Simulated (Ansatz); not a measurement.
Base system: HfO$_{2}$ in the fluorite structure (space group Fm-3m, No. 225; a = 5.044 Å).

One thing is altered: the cell is scaled by 0.9950 in all directions; the atoms relax in the strained cell.

Calculations: PBEsol (Ansatz, an electronic-structure program), no SOC.

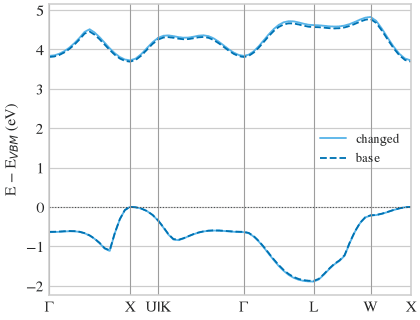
Figure. Highest valence and lowest conduction band along the path, each from its own valence-band maximum

From the figure, how large is the changed gap, and is it direct?

About 3.7 eV, direct at X.

Spin-orbit coupling, missing from the scalar runs, can matter with Hf. Whether these cells are dynamically stable was not tested. This is not the structure that HfO2 has at room temperature and ambient pressure.
